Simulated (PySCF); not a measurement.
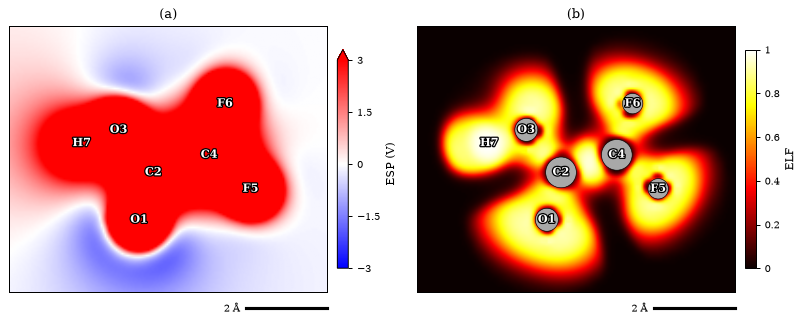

C2HF2O2 (SMILES O=C(O)[C](F)F) (doublet). (a) electrostatic potential; (b) ELF on the molecular plane. Grey discs cover the atomic cores in the ELF map.

Geometry: GFN2-xTB.

Theory: UKS B3LYP, pcH-1 on C F H O, non-relativistic, mean-field spin-orbit, GIAO in PySCF.

```xyz
7

O     0.6198    1.5312    0.0638
C     0.3403    0.3517    0.0477
O     1.2307   -0.6384    0.2396
C    -0.9813   -0.1576   -0.1780
F    -2.0224    0.6128   -0.3903
F    -1.2951   -1.4345   -0.1998
H     2.1113   -0.2603    0.3899
```

Q: What do the fields say about this system?

A: Atoms in the plane: O, C, F and H.
C–O (1.21 Å): the ELF peaks at about 0.85 between the atoms; a multiple bond.
C–F (1.31 Å): the ELF peaks at about 0.85 between the atoms (a polar covalent bond).
C–C (1.43 Å): the ELF peaks at about 0.95 between the atoms; a covalent bond.
O–H (0.97 Å): the ELF climbs to about 1 towards the hydrogen, as it does in any bond to H (a covalent bond by its length).
C–O (1.35 Å): the ELF peaks at about 0.90 between the atoms (a polar covalent bond).
The ELF also peaks beside O1, F5, O3 and F6, away from the bonds: non-bonding electrons, paired or unpaired.
Outside the dense part of the molecule the potential is most negative (−1.8 V) near O1.
